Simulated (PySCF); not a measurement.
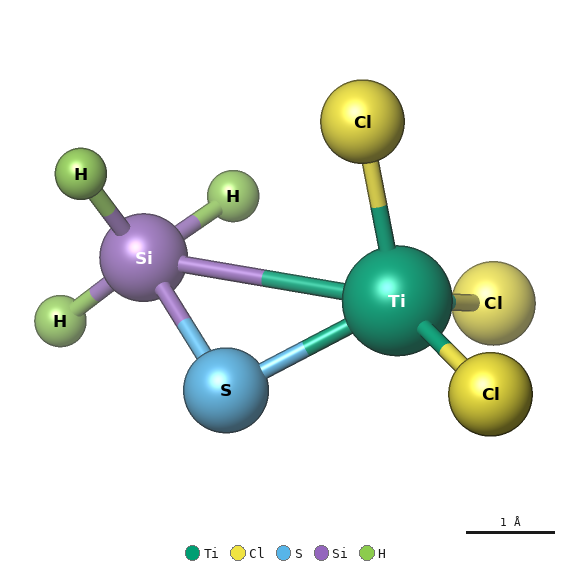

Depth is shown by fading: the farther an atom, the more it takes the colour of the background. Charge 0, singlet. The computed structure is the end point of a PBE0-D3(BJ)/def2-SVP optimisation. No frequency run is at hand to confirm it as a minimum. Masses are those of the most abundant isotopes; constants are for the rigid equilibrium geometry.

Q: What kind of rotor is it, and what are its rotational constants in GHz?

A: An asymmetric top (C1): A = 1.14, B = 0.696, C = 0.691 GHz. Ray's parameter κ is −0.98, close to the prolate limit.
